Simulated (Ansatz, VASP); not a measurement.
# BiAs: VASP beside Ansatz, part 2 of 2

Wanted: the spread between two codes on one cell, functional and k mesh. The cell is generated by rule, not measured, and may not be a known phase. The cell is taken from a series of VASP runs on this material, whose earlier steps may have relaxed, scaled or displaced it; both programs get it as it stands. Valence electrons are named where the data sets of a main pair hold unlike numbers.

VASP 6.6.1 and Ansatz 0.2.0.

So far. Step 2 (VASP: band structure, PBE, spin-orbit coupling): The run ends at a pressure of 13.65 GPa.

The structure was built from a prototype and need not be the compound's stable phase.

**3. Ansatz: band structure, PBE, spin-orbit coupling**

Level of this step: Ansatz beside VASP: Kohn-Sham DFT, plane waves, PBE, spin-orbit coupling (Ansatz).

Ansatz runs on its fully relativistic PAW (standard-fr) files.

The same cell, functional, mesh and smearing now go to Ansatz, which takes its cutoff from its data sets.

input.yaml

```yaml
crystal:
  lattice:
    - [0.0, 3.11769, 3.11769]
    - [3.11769, 0.0, 3.11769]
    - [3.11769, 3.11769, 0.0]
  atoms:
    - { symbol: As, position: [0.0, 0.0, 0.0] }
    - { symbol: Bi, position: [0.25, 0.25, 0.25] }
hamiltonian:
  xc: pbe
  pseudopotentials: { kind: paw_fr }
magnetization:
  noncollinear: true
  spin_orbit: true
kpoints:
  mp_grid: { grid: [8, 8, 8] }
  band_path:
    path:
      - [0.0, 0.0, 0.0]
      - [0.16667, 0.0, 0.16667]
      - [0.33333, 0.0, 0.33333]
      - [0.5, 0.0, 0.5]
      - [0.5, 0.08333, 0.58333]
      - [0.5, 0.18333, 0.68333]
      - [0.5, 0.25, 0.75]
      - [0.45, 0.3, 0.75]
      - [0.40833, 0.34167, 0.75]
      - [0.35, 0.35, 0.7]
      - [0.225, 0.225, 0.45]
      - [0.075, 0.075, 0.15]
      - [0.03333, 0.03333, 0.03333]
      - [0.23333, 0.23333, 0.23333]
      - [0.4, 0.4, 0.4]
      - [0.51667, 0.46667, 0.51667]
      - [0.55833, 0.38333, 0.55833]
      - [0.60833, 0.28333, 0.60833]
      - [0.60833, 0.25, 0.64167]
      - [0.55833, 0.25, 0.69167]
      - [0.51667, 0.25, 0.73333]
      - [0.5, 0.3, 0.7]
      - [0.5, 0.38333, 0.61667]
      - [0.5, 0.48333, 0.51667]
      - [0.475, 0.475, 0.55]
      - [0.425, 0.425, 0.65]
      - [0.38333, 0.38333, 0.73333]
      - [0.59167, 0.18333, 0.59167]
      - [0.55, 0.1, 0.55]
      - [0.5, 0.0, 0.5]
    npoints: 1
scf:
  occupations: { method: gaussian, width: 0.02 }
  n_extra_bands: 14
output:
  forces: true
  stress: true
  eigenvalues: true
```

Started as:

```console
$ ansatz run input.yaml --threads 2 --pin off --max-ram 4608MiB --backend cpu --events-out ev --progress --plain --runs-dir out
```

Numbers of over 12 decimals in the logs are rounded to 6 here.

The program printed:

```text
scf.n_extra_bands = 14 over 30 filled bands (N_el = 30.0): the run solves 44 bands
Engine: ansatz 0.2.0, aarch64-unknown-linux-gnu
Pseudopotentials: kind: paw_fr
Pseudopotential: As, paw_fr, valence charge 15, recommended cutoff 420 eV (normal), As.paw.azcp#standard-fr
Pseudopotential: Bi, paw_fr, valence charge 15, recommended cutoff 420 eV (normal), Bi.paw.azcp#standard-fr
Functional definition: PBE
  parameter kappa = 0.804
  parameter beta = 0.066725
  exchange = pbe_x(kappa = kappa, mu = beta*pi^2/3)
  correlation = pbe_c(beta = beta)
non-collinear run that drives no moment, with spin-orbit: no starting moment large enough to seed its density (crystal.atoms[].spin), no starting occupations that ask for one, no magnetisation constraint and no magnetic field, so the semilocal B_xc is pinned to zero
Crystal: 2 atoms, lattice volume = 60.608 Å³
Basis set: ecut = 420 eV, 1243 PW (Γ), exchange–correlation on 60×60×60 points (8 copies of the dense FFT grid, shifted against one another)
Bands: 44, of which v1, the nominal top of the filled ones, is band 30 counted from 1 (29 counted from 0)
Symmetry: 24 space group operations + 24 with time reversal
Magnetic group: BNS 216.75 (UNI 1577), of the structure as read, at distance tolerance 3.9e-5 Å
k-points: 29 of 512 (time reversal used)
Projection manifold: j_resolved (fully-relativistic pseudo-atomic orbitals)
Non-local potential: As, projectors of the file, l = 0: 2, l = 1: 4, l = 2: 6, l = 3: 2
Non-local potential: Bi, projectors of the file, l = 0: 2, l = 1: 4, l = 2: 4, l = 3: 4
PAW form: soft (Blöchl's): semilocal exchange-correlation on the pseudo side does not see the compensation charge
PAW one-centre angular grid: As, 590 points (default); XC on 64 Gauss nodes
PAW one-centre angular grid: Bi, 590 points (default); XC on 96 Gauss nodes
Initial density: superposition of atomic densities (chi_scale 0.1, normalization cell, long waves kept (reshape's long-wave potential 0.00 eV rms))
Initial wavefunctions: pseudopotential atomic-orbital guess
Functional: x = pbe(κ = 0.804, μ = 0.219515), c = pbe(β = 0.066725)
SCF iter   1: F=—  HF=-17293.710067 eV  |F-HF|=—  |Δ(HF+E_count)|=         —  Δρ=1.78e-2  dr2=2.65e-1  dr2_m=0.00e0 (ungated)  ethr=3.10e-3  |M|=0.00e0 ∫|m|=0.00e0 μB  |m|>n=0.0e0 m-floor=0.0e0 τ_xc=0.0e0  β_m=0.30  ⟨swp⟩=7.7  Hψ=6113  notcnv=0  defer=67
preconditioner: auto → Kerker (q_TF=auto, 2.427 Å⁻¹)  [metal: Δε(μ)=0.018 eV  Ē_g=11.963 eV  σ=0.020 eV  W_gap=0.44  n_scr=14 (ndim 8)  ℏωp=15.1 eV  f_vac=0.022  D(μ)=1.60/eV (n_scr^D=14)]
spin=Noncollinear: Kerker preconditioning applied to the charge; magnetization (m_x, m_y, m_z) channels mix plain (no charge-response kernel on spin).
SCF iter   2: F=—  HF=-17293.682882 eV  |F-HF|=—  |Δ(HF+E_count)|=   2.72e-2  Δρ=1.41e-2  dr2=1.76e-1  dr2_m=0.00e0 (ungated)  ethr=8.84e-4  |M|=0.00e0 ∫|m|=0.00e0 μB  |m|>n=0.0e0 m-floor=0.0e0 τ_xc=0.0e0  β_m=0.59  ⟨swp⟩=1.0  Hψ=1509  notcnv=0  defer=160
SCF iter   3: F=—  HF=-17293.639070 eV  |F-HF|=—  |Δ(HF+E_count)|=   4.38e-2  Δρ=2.98e-3  dr2=1.11e-2  dr2_m=0.00e0 (ungated)  ethr=5.85e-4  |M|=0.00e0 ∫|m|=0.00e0 μB  |m|>n=0.0e0 m-floor=0.0e0 τ_xc=0.0e0  β_m=0.60  ⟨swp⟩=2.1  Hψ=1369  notcnv=0  defer=190
SCF iter   4: F=—  HF=-17293.637096 eV  |F-HF|=—  |Δ(HF+E_count)|=   1.97e-3  Δρ=2.01e-3  dr2=4.03e-3  dr2_m=0.00e0 (ungated)  ethr=3.69e-5  |M|=0.00e0 ∫|m|=0.00e0 μB  |m|>n=0.0e0 m-floor=0.0e0 τ_xc=0.0e0  β_m=0.80  ⟨swp⟩=2.1  Hψ=2130  notcnv=0  defer=212
SCF iter   5: F=—  HF=-17293.638360 eV  |F-HF|=—  |Δ(HF+E_count)|=   1.26e-3  Δρ=8.75e-4  dr2=8.22e-4  dr2_m=0.00e0 (ungated)  ethr=1.34e-5  |M|=0.00e0 ∫|m|=0.00e0 μB  |m|>n=0.0e0 m-floor=0.0e0 τ_xc=0.0e0  β_m=0.75  ⟨swp⟩=3.0  Hψ=1830  notcnv=0  defer=212
SCF iter   6: F=—  HF=-17293.638300 eV  |F-HF|=—  |Δ(HF+E_count)|=   5.94e-5  Δρ=3.89e-4  dr2=1.14e-4  dr2_m=0.00e0 (ungated)  ethr=2.74e-6  |M|=0.00e0 ∫|m|=0.00e0 μB  |m|>n=0.0e0 m-floor=0.0e0 τ_xc=0.0e0  β_m=0.88  ⟨swp⟩=3.0  Hψ=1949  notcnv=0  defer=212
SCF iter   7: F=—  HF=-17293.638448 eV  |F-HF|=—  |Δ(HF+E_count)|=   1.47e-4  Δρ=8.71e-5  dr2=3.79e-6  dr2_m=0.00e0 (ungated)  ethr=3.81e-7  |M|=0.00e0 ∫|m|=0.00e0 μB  |m|>n=0.0e0 m-floor=0.0e0 τ_xc=0.0e0  β_m=0.94  ⟨swp⟩=2.0  Hψ=1395  notcnv=0  defer=212
SCF iter   8: F=—  HF=-17293.638450 eV  |F-HF|=—  |Δ(HF+E_count)|=   2.74e-6  Δρ=1.56e-5  dr2=1.20e-7  dr2_m=0.00e0 (ungated)  ethr=1.26e-8  |M|=0.00e0 ∫|m|=0.00e0 μB  |m|>n=0.0e0 m-floor=0.0e0 τ_xc=0.0e0  β_m=0.97  ⟨swp⟩=2.1  Hψ=1501  notcnv=0  defer=212
SCF iter   9: F=-17293.638451 eV  HF=-17293.638451 eV  |F-HF|=1.04e-8  |Δ(HF+E_count)|=   5.27e-7  Δρ=2.97e-6  dr2=8.70e-9  dr2_m=0.00e0 (ungated)  ethr=3.33e-10  |M|=0.00e0 ∫|m|=0.00e0 μB  |m|>n=0.0e0 m-floor=0.0e0 τ_xc=0.0e0  ⟨swp⟩=11.1  Hψ=6318  notcnv=0
SCF 1 converged in 9 iterations: F = -17293.638451 eV  dr2 = 8.70e-9
  greatest PAW one-centre occupation: 0.999 electrons in one spin orbital (limit 2), on the As atom at site 0 (counted from 0), in its partial waves of l = 2
NSCF: frozen V_eff on 30 k-points
SCF converged after 9 iterations
Magnetization: |M| = 0.0000 μB,  M = (+0.0000, +0.0000, +0.0000) μB
Absolute magnetization: 0.0000 μB (∫|m|)
  site 0: m = (+0.0000, +0.0000, +0.0000) μB, |m| = 0.0000 μB  (R = 1.11 Å)
  site 1: m = (+0.0000, +0.0000, +0.0000) μB, |m| = 0.0000 μB  (R = 1.11 Å)
Free energy (F): -17293.638451 eV
Harris-Foulkes:  -17293.638451 eV  (|F-HF|=1.04e-8)
Internal energy: -17293.638226 eV  (E = F + TS)
E sigma→0 (E₀):  -17293.638338 eV
Entropy (-TS):   -0.000225 eV (-0.113 meV/atom)
Fermi energy:    9.305909 eV
--- Per-component energies (eV) ---
  E_band       = -368.108051
  E_kinetic    = 410.936480
  E_local      = -3655.670887  (includes V_loc(G=0)·N_el)
  E_nonlocal   = -109.856303
  E_hartree    = 1632.695705
  E_xc         = -233.208290
  E_vxc        = -226.601945  (∫ρ·V_xc dr)
  E_paw        = -12539.539794  (= ΣΔE_a)
  E_vpaw       = -52.309254  (= ΣTr[D̂ρ^β])
  E_aug_tail   = -0.000373  (compensation charges beyond the density's cutoff)
  E_ewald      = -2798.994764
  E_smearing   = -0.000225  (= −TS)
  E_closure    = -0.000000  (closes the sum)
  Σ components = -17293.638451   (vs F -17293.638451, Δ=0.00e0)
--- Forces (eV/Å), atoms counted from 1 ---
  atom   1  As    -0.00000000     0.00000000     0.00000000
  atom   2  Bi     0.00000000    -0.00000000     0.00000000
  max |Σ_I F_I| component: 1.06e-15 eV/Å
--- Stress (GPa, compression-positive) ---
       13.607913      -0.000000      -0.000000
        0.000000      13.607913       0.000000
       -0.000000       0.000000      13.607913
  P = ⅓ Tr σ = 13.6079 GPa (136.079 kbar)
--- Band table (eV; the first three rows and the last of 29) ---
  k-point 0: bands = [... 26 lower, 7.6902, 7.6902, 7.6902, 7.6902, 9.3158, 9.3158, 10.7007, 10.7007, ... 10 higher]
  k-point 1: bands = [... 26 lower, 7.4686, 7.4840, 7.5150, 7.5150, 9.7327, 9.7327, 10.8836, 10.8836, ... 10 higher]
  k-point 2: bands = [... 26 lower, 7.0673, 7.0857, 7.1275, 7.1275, 10.4633, 10.4633, 11.4973, 11.5164, ... 10 higher]
  k-point 28: bands = [... 26 lower, 4.8356, 4.9063, 10.0241, 10.1036, 10.2123, 11.6027, 11.8168, 11.9569, ... 10 higher]
```

Run time: 30 s. Hardware: 2 threads of Arm Neoverse N1, shared host; peak memory 0.55 GiB.

Reading the cycles: dr2 is the Hartree energy of the density residual (eV), the measure of convergence; HF is the Harris–Foulkes estimate of the energy, which meets the free energy F at convergence.

**4. Side by side**

Known differences besides the potentials themselves: spin-orbit coupling enters by fully relativistic files in Ansatz and inside the spheres in VASP; the data sets hold 30 valence electrons in Ansatz (on its fully relativistic PAW (standard-fr) files) and 20 in VASP; the cutoff is 420 eV in Ansatz and 400 eV in VASP. Total energies have different zeros and are not compared.

Compared:

```
      quantity  Ansatz   VASP  difference
pressure (GPa)   13.61  13.65       -0.04
```

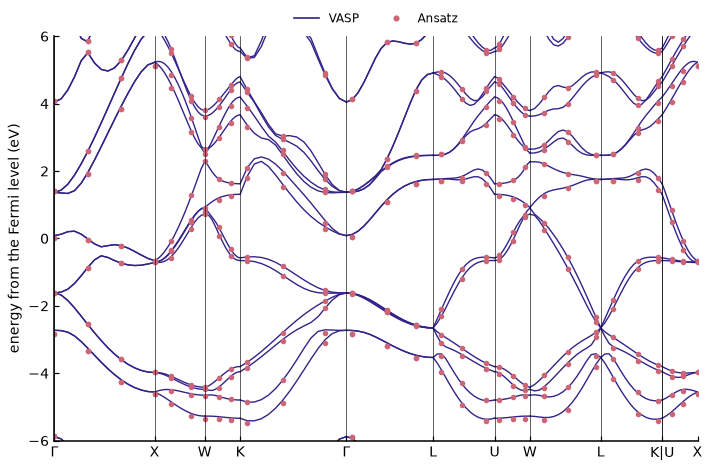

Bands from VASP (lines) and levels from Ansatz (dots). Dots without a line are higher empty bands that the VASP plot leaves out.

Levels from 3 eV below to 2 eV above the Fermi level differ by 36 meV r.m.s. and 113 meV at most; each VASP level is matched to the nearest of Ansatz, which flatters the figure a little. Ansatz's pressure holds a Pulay correction of 0.03 GPa; VASP's holds none.

**5. Results**

* r.m.s. difference of levels near the Fermi level (band structure, PBE, spin-orbit coupling): 36 meV

**Reading.** The r.m.s. difference of levels near the Fermi level is 36 meV (band structure, PBE, spin-orbit coupling), within the 80 meV picked in this series as the mark of a large difference. The data sets hold unlike numbers of valence electrons (30 in Ansatz and 20 in VASP), so part of the differences comes from the potentials. 1 further run of this series is not shown here. How closely two codes agree says nothing of how well the functional describes the real material.

[Lines on the potential files, build, host, timing and source positions are cut from VASP's logs without a mark.]

[Logs are printed without paths, hosts, clocks, repeated set-up lines and the standing remarks that a program may print on its own settings, such as how far it seeks lower states.]

[Hosts, paths, dates, database ids (printed as entryN), source tags and the programs' standing remarks are cut or masked in the printed files.]
